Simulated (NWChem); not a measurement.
# CH2O2 (formic acid): levels of theory compared

Aim: a comparison of 6 runs (HF/STO-3G, HF/cc-pVTZ, B3LYP/6-31G*, PBE0/def2-SVP, PBE/cc-pVTZ, CCSD(T)/def2-TZVP) of CH2O2 (formic acid). 

The results are computed with NWChem 7.3.0.

### Step 1. Starting point

CH2O2: 5 atoms, total charge 0, spin state singlet. SMILES: `O=CO`. The shape is that of a PBE0-D4/def2-TZVP optimisation. This is one conformer, not always the lowest.

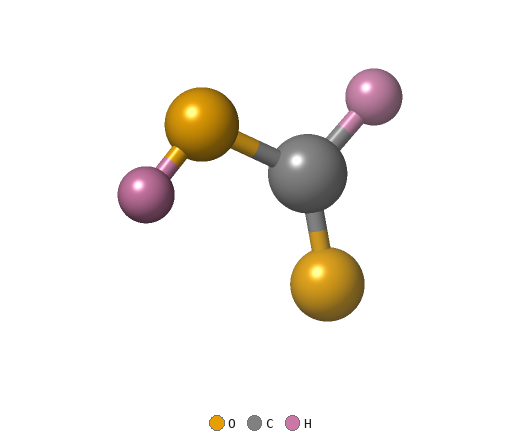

Viewed from a chosen angle; oxygen amber, carbon grey, hydrogen pink.

### Step 2. Energy and forces at HF/STO-3G (run 1)

File run.py:

```python
from ase import Atoms
from ase.calculators.nwchem import NWChem

system = Atoms(['O', 'C', 'O', 'H', 'H'], positions=[
    [-0.387130, -0.425720, 1.205310],
    [-0.230880, -0.347230, 0.024010],
    [0.456980, 0.613310, -0.598030],
    [-0.631770, -1.055030, -0.715060],
    [0.792790, 1.214660, 0.083770],
])

calc = NWChem(
    label='ch2o2',
    theory='scf',
    memory='2200 mb',
    basis='STO-3G',
    basispar='spherical bse',
    scf={'nopen': '0', 'rhf': None, 'thresh': '1e-08', 'maxiter': '80'},
)
system.calc = calc

forces = system.get_forces()
e = system.get_potential_energy()
print(f"E = {e:.6f} eV")
print("forces (eV/A):")
for s, f in zip(system.symbols, forces):
    print(f"{s:2s} {f[0]:10.5f} {f[1]:10.5f} {f[2]:10.5f}")
print("dipole (e A):", system.get_dipole_moment().round(4))
```

Run with:

```console
$ export ASE_NWCHEM_COMMAND="nwchem PREFIX.nwi > PREFIX.nwo"
$ python run.py
```

The log of the run:

```text
E = -5067.134806 eV
forces (eV/A):
O    -0.28940   -0.09426    2.56786
C    -1.08357   -1.78080   -1.01199
O     1.07894    1.32844   -2.30278
H    -0.10218   -0.18404   -0.21541
H     0.39621    0.73066    0.96231
dipole (e A): [ 0.0782  0.1038 -0.1108]
```

The calculator wrote ch2o2.nwi:

```
title "ch2o2"

permanent_dir ch2o2

scratch_dir ch2o2

start ch2o2

geometry units angstrom nocenter noautosym noautoz
  O  -3.8712999999999997e-01 -4.2571999999999999e-01 1.2053100000000001e+00
  C  -2.3088000000000000e-01 -3.4722999999999998e-01 2.4010000000000000e-02
  O  4.5698000000000000e-01 6.1331000000000002e-01 -5.9802999999999995e-01
  H  -6.3177000000000005e-01 -1.0550299999999999e+00 -7.1506000000000003e-01
  H  7.9278999999999999e-01 1.2146600000000001e+00 8.3769999999999997e-02
end

memory 2200 mb

basis spherical bse noprint
   * library STO-3G
end

scf
  nopen 0
  rhf
  thresh 1e-08
  maxiter 80
end

task scf gradient
```

ch2o2.nwo:

```text
Northwest Computational Chemistry Package (NWChem) 7.3.0
             --------------------------------------------------------

           Job information
           ---------------

    nwchem branch   = 7.3.0
    use scalapack   = T
    input           = ch2o2.nwi
    prefix          = ch2o2.
    data base       = ch2o2/ch2o2.db
    status          = startup
    nproc           =        1

           Memory information
           ------------------

    heap     =     72089598 doubles =      550.0 Mbytes
    stack    =     72089595 doubles =      550.0 Mbytes
    global   =    144179200 doubles =     1100.0 Mbytes (distinct from heap & stack)
    total    =    288358393 doubles =     2200.0 Mbytes
    verify   = yes
    hardfail = no

[... 125 lines left out ...]
 Convergence threshold     :          1.000E-08
[... 13 lines left out ...]
       Final RHF  results
[... 3 lines left out ...]
      One-electron energy =   -396.933450370990
[... 1 line left out ...]
 Nuclear repulsion energy =     70.552443880377
[... 25 lines left out ...]
                       ROHF Final Molecular Orbital Analysis
[... 163 lines left out ...]
    atom               coordinates                        gradient
                 x          y          z           x          y          z
   1 O      -0.731570  -0.804494   2.277706    0.005628   0.001833  -0.049937
   2 C      -0.436300  -0.656170   0.045372    0.021072   0.034631   0.019680
   3 O       0.863567   1.158988  -1.130113   -0.020982  -0.025834   0.044782
   4 H      -1.193872  -1.993718  -1.351267    0.001987   0.003579   0.004189
   5 H       1.498156   2.295375   0.158302   -0.007705  -0.014209  -0.018714

                 ----------------------------------------
                 |  Time  |  1-e(secs)   |  2-e(secs)   |
                 ----------------------------------------
                 |  CPU   |       0.00   |       0.03   |
                 ----------------------------------------
                 |  WALL  |       0.00   |       0.03   |
                 ----------------------------------------

 Task  times  cpu:        0.3s     wall:        0.3s
 Total times  cpu:        0.3s     wall:        0.3s
```

Wall time 1.1 s (1 thread of Intel Xeon 6975P-C (Granite Rapids), shared host); peak memory 0.1 GiB.

### Step 3. Energy and forces at HF/cc-pVTZ (run 2)

File input.nw:

```
start input
memory stack 880 mb heap 220 mb global 1100 mb
charge 0

geometry units angstroms noautosym nocenter noautoz
  O       -0.387130      -0.425720       1.205310
  C       -0.230880      -0.347230       0.024010
  O        0.456980       0.613310      -0.598030
  H       -0.631770      -1.055030      -0.715060
  H        0.792790       1.214660       0.083770
end

basis spherical bse
  * library cc-pVTZ
end

scf
  thresh 1e-08
  maxiter 80
  noprint "final vectors analysis"
end

task scf gradient
```

Run with:

```console
$ nwchem input.nw > input.out
```

The log of the run:

```text
[...]
  functions       =   118
[...]
  wavefunction    = RHF
[...]
         Total SCF energy =   -188.841839650395
      One-electron energy =   -398.837554076186
      Two-electron energy =    139.443270545414
 Nuclear repulsion energy =     70.552443880377
        Time for solution =     22.4s
[...]
                         RHF ENERGY GRADIENTS
    atom               coordinates                        gradient
                 x          y          z           x          y          z
   1 O      -0.731570  -0.804494   2.277706   -0.005611  -0.003406   0.038052
   2 C      -0.436300  -0.656170   0.045372    0.000903  -0.000988  -0.017587
   3 O       0.863567   1.158988  -1.130113    0.000832  -0.002681  -0.029343
   4 H      -1.193872  -1.993718  -1.351267   -0.003002  -0.005739  -0.008793
   5 H       1.498156   2.295375   0.158302    0.006877   0.012814   0.017670
[...]
```

Run time: 29 s. Hardware: 1 thread of Intel Xeon 6975P-C (Granite Rapids), shared host; peak memory 0.12 GiB.

### Step 4. Energy and gradient at B3LYP/6-31G(d) (Cartesian functions) (run 3)

File ch2o2.nw:

```
start ch2o2
title "CH2O2 gradient"
memory 2200 mb
geometry units angstrom noautosym nocenter noautoz
  O     -0.387130    -0.425720     1.205310
  C     -0.230880    -0.347230     0.024010
  O      0.456980     0.613310    -0.598030
  H     -0.631770    -1.055030    -0.715060
  H      0.792790     1.214660     0.083770
end
basis cartesian
  * library 6-31G*
end
dft
  xc b3lyp
  grid xfine
  convergence energy 1e-08
  maxiter 100
  mulliken
  print low
end
task dft gradient
```

Run with:

```console
$ nwchem ch2o2.nw > ch2o2.out
```

The log of the run:

```text
[...]
 d= 0,ls=0.0,diis     1   -189.6375799703 -2.60D+02  3.28D-02  1.08D+00     0.8
[...]
 d= 0,ls=0.0,diis    10   -189.7550536656 -9.77D-09  6.28D-07  1.27D-09     6.4
         Total DFT energy =     -189.755053665639
      One electron energy =     -399.030558943553
           Coulomb energy =      162.063471975594
    Exchange-Corr. energy =      -23.340410578057
 Nuclear repulsion energy =       70.552443880377
[...]
      Total Density - Mulliken Population Analysis
     ---------------------------------------------
    Atom       Charge   Shell Charges
 -----------   ------   -------------------------------------------------------
    1 O    8     8.40   1.99  0.91  2.88  1.00  1.62  0.00
    2 C    6     5.64   1.99  0.73  1.95  0.35  0.53  0.08
    3 O    8     8.51   1.99  0.91  2.94  0.92  1.72  0.03
    4 H    1     0.86   0.53  0.32
    5 H    1     0.59   0.47  0.12
[...]
                         DFT ENERGY GRADIENTS
    atom               coordinates                        gradient
                 x          y          z           x          y          z
   1 O      -0.731570  -0.804494   2.277706    0.003091   0.001924  -0.020599
   2 C      -0.436300  -0.656170   0.045372    0.002309   0.005188   0.012505
   3 O       0.863567   1.158988  -1.130113   -0.003032  -0.002942   0.012375
   4 H      -1.193872  -1.993718  -1.351267    0.000005   0.000192   0.001374
   5 H       1.498156   2.295375   0.158302   -0.002374  -0.004362  -0.005654
 Task  times  cpu:        7.4s     wall:        7.4s
 Total times  cpu:        7.4s     wall:        7.4s
```

Wall time 8.1 s (1 thread of Intel Xeon 6975P-C (Granite Rapids), shared host); peak memory 0.13 GiB.

Runs 4 to 5 aren't shown in full; the table further down has their settings and results.

### Step 5. The energy at CCSD(T)/def2-TZVP (run 6)

File mymol.nw:

```
start mymol
title "CH2O2 energy"
memory stack 880 mb heap 220 mb global 1100 mb

geometry units angstrom noautosym nocenter noautoz
   O     -0.387130    -0.425720     1.205310
   C     -0.230880    -0.347230     0.024010
   O      0.456980     0.613310    -0.598030
   H     -0.631770    -1.055030    -0.715060
   H      0.792790     1.214660     0.083770
end

basis "ao basis" spherical bse
   * library def2-TZVP
end

scf
   thresh 1e-08
   maxiter 80
end

ccsd
   freeze core 3
   maxiter 60
end

task ccsd(t) energy
```

Run with:

```console
$ nwchem mymol.nw > mymol.out
```

The log of the run:

```text
[...]
  functions       =   105
[...]
  wavefunction    = RHF
[...]
         Total SCF energy =   -188.849303202158
      One-electron energy =   -398.808967706359
      Two-electron energy =    139.407220623824
 Nuclear repulsion energy =     70.552443880377
        Time for solution =     12.7s
[...]
 Total MP2 energy:           -189.469860930572310
[...]
             energy      energy      error      ampl     ampl      Block
                                                time     time      time
[...]
 Total CCSD energy:           -189.475954943886393
[...]
 Total CCSD+T(CCSD) energy:           -189.502895760757269
[...]
 Total CCSD(T) energy:                -189.501268506105788
[...]
```

It took 2.2 min on 1 thread of Intel Xeon 6975P-C (Granite Rapids), shared host; peak memory 0.32 GiB.

### Step 6. The series

| run | level | Cartesian functions | iteration cap | energy (Eh) | dipole moment (D) | HOMO energy (eV) | LUMO energy (eV) | wall time |
| --- | --- | --- | --- | --- | --- | --- | --- | --- |
| 1 | HF/STO-3G | no | 80 | -186.213771 | 0.82 | -9.83 | 8.47 | 1.1 s |
| 2 | HF/cc-pVTZ | no | 80 | -188.841840 | 1.70 | – | – | 29 s |
| 3 | B3LYP/6-31G* (Cartesian functions) | yes | 100 | -189.755054 | – | – | – | 8.1 s |
| 4 | PBE0/def2-SVP | no | 100 | -189.415747 | 1.49 | -8.33 | 0.22 | 7.8 s |
| 5 | PBE/cc-pVTZ | no | 100 | -189.636296 | 1.50 | -6.76 | -1.17 | 26 s |
| 6 | CCSD(T)/def2-TZVP | no | 80 | -189.501269 | – | -12.89 | 3.85 | 2.2 min |

### Step 7. Results

| quantity | value |
| --- | --- |
| run 6: total energy | -189.50127 Eh |
| run 6: HOMO energy (Hartree–Fock orbitals) | -12.89 eV |
| run 6: LUMO energy (Hartree–Fock orbitals) | 3.85 eV |
| run 6: HOMO–LUMO gap (Hartree–Fock orbitals) | 16.74 eV |
| run 6: correlation energy (3 core orbitals frozen) | -652.0 mEh |
| run 6: (T) correction | -25.31 mEh |

In words: Over runs 1, 2, 4, 5 the dipole moment (its size) runs from 0.82 D (HF/STO-3G) to 1.70 D (HF/cc-pVTZ). Over runs 1, 4, 5 the HOMO–LUMO gap runs from 5.58 eV (PBE/cc-pVTZ) to 18.30 eV (HF/STO-3G). The two ends differ in method and basis. Totals of different functionals can't be ranked against each other. In run 1 the basis is minimal, so the values are rough. All runs together took 3.4 min, the longest 2.2 min.
